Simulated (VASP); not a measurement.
Band structure of HfN (rock salt). Calculation: AM05 GGA, VASP's PBE PAW potentials (set 64) (plane waves; VASP 6.6.1).

Unless said otherwise, spin-orbit coupling is left out, though it shifts the bands of the heavy elements here.

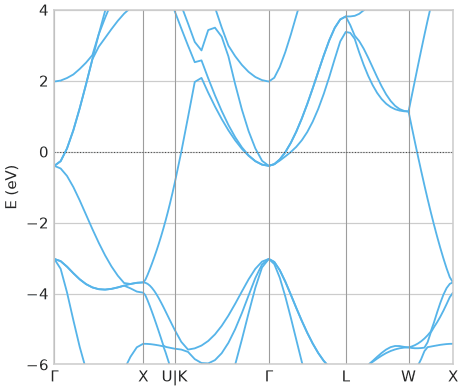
*Bands along high-symmetry lines, zero at the valence-band maximum or, without a gap, the Fermi level*

Question: Read the plot: is there a gap, and where are the band edges?

Answer: It has no gap at this level: it comes out as a metal or semimetal. (Edges off the drawn lines would not show.)

The compound is HfN in the rock salt structure. It was relaxed first. The electron count is odd and the run is not spin-polarised, which forces a metal.
